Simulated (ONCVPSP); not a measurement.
Sn: pseudopotential generation

Tin (Sn, Z = 50), core [Kr] 4d10, reference valence 5s2 5p2, valence charge 4. Level asked for: ONCV potential, PBE, scalar-relativistic, made with ONCVPSP 4.0.1.

**Input**
```
# ATOM AND REFERENCE CONFIGURATION
# atsym  z   nc   nv     iexc    psfile
  Sn 50.00    9    2        4      upf
#
#   n    l    f
    1    0    2.00
    2    0    2.00
    2    1    6.00
    3    0    2.00
    3    1    6.00
    3    2   10.00
    4    0    2.00
    4    1    6.00
    4    2   10.00
    5    0    2.00
    5    1    2.00
#
# PSEUDOPOTENTIAL AND OPTIMIZATION
# lmax
    2
#
#   l,   rc,      ep,       ncon, nbas, qcut
    0    1.90    0.00    3    7    4.20
    1    2.30    0.00    4    7    3.80
    2    2.30    0.24    3    7    3.90
#
# LOCAL POTENTIAL
# lloc, lpopt,  rc(5),   dvloc0
    4    5    1.20    0.00
#
# VANDERBILT-KLEINMAN-BYLANDER PROJECTORs
# l, nproj, debl
    0    1    0.80
    1    3    1.40
    2    3    2.30
#
# MODEL CORE CHARGE
# icmod, fcfact, rcfact
    0    0.00    0.00
#
# LOG DERIVATIVE ANALYSIS
# epsh1, epsh2, depsh
   -2.00    5.00    0.02
#
# OUTPUT GRID
# rlmax, drl
    6.00    0.01
#
# TEST CONFIGURATIONS
# ncnf
    4
# nvcnf
#   n    l    f
    2
    5    0    2.00
    5    1    1.00
#
    2
    5    0    2.00
    5    1    0.00
#
    2
    5    0    1.00
    5    1    0.00
#
    2
    5    0    2.00
    5    1    1.50
#
```

Hardware: 1 CPU thread, shared host.

Run as:
```bash
oncvpsp.x < Sn.dat > Sn.out
```

**Output (extracts)**
```
ONCVPSP  (Optimized Norm-Conservinng Vanderbilt PSeudopotential)
scalar-relativistic version 4.0.1

#   n    l    f        energy (Ha)
    1    0    2.00    -1.0662547E+03
    2    0    2.00    -1.6096598E+02
    2    1    6.00    -1.4449653E+02
    3    0    2.00    -3.1062333E+01
    3    1    6.00    -2.5680795E+01
    3    2   10.00    -1.7397997E+01
    4    0    2.00    -4.9218508E+00
    4    1    6.00    -3.2964217E+00
    4    2   10.00    -9.4956597E-01
    5    0    2.00    -3.8767815E-01
    5    1    2.00    -1.3576403E-01

Reference configufation results
  iterations    25
  all-electron total energy (Ha)   -6.17720227D+03

Begin loop to  construct optimized pseudo wave functions
and semi-local pseudopoentials for all angular momenta

Calculating optimized projector #   1

 for l=   0

    Fraction of norm inside rc  0.299934
    Optimizing pswf for qcut=   4.21 a_B^-1,  ecut=   8.85 Ha
    Residual kinetic energy error=  3.22D-05 Ha
 ERROR pspot:  first pseudo wave function has node,          program will stop
 ERROR pspot: try changing psp parameters for this l
```

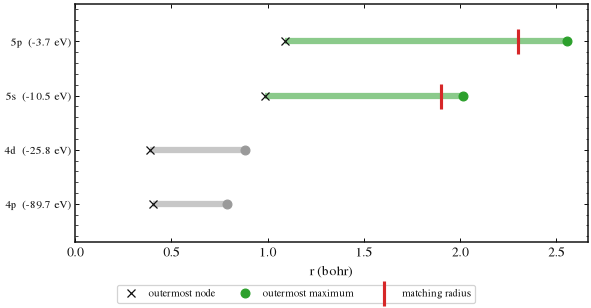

Fig. 1: Outer shells of the all-electron reference atom: each bar runs from the outermost node (or the nucleus) to the outermost maximum of u(r); the tick is the radius chosen for the pseudo-wave. Shells without a tick have no pseudo-wave of their own. Levels, nodes and maxima are from ld1.x, scalar-relativistic.

- Radii against the shells: 5s: 1.90 bohr, between node and maximum; 5p: 2.30 bohr, between node and maximum.

**What the run reported**

```
quantity                value
 outcome  ended with an error
```

**Diagnosis**

The generator stopped with the message “ERROR pspot: first pseudo wave function has node, program will stop”. In words: the optimised pseudo-wave of the first projector has a node, so the radial equation cannot be inverted for a potential. It was at work on the s channel when it stopped.
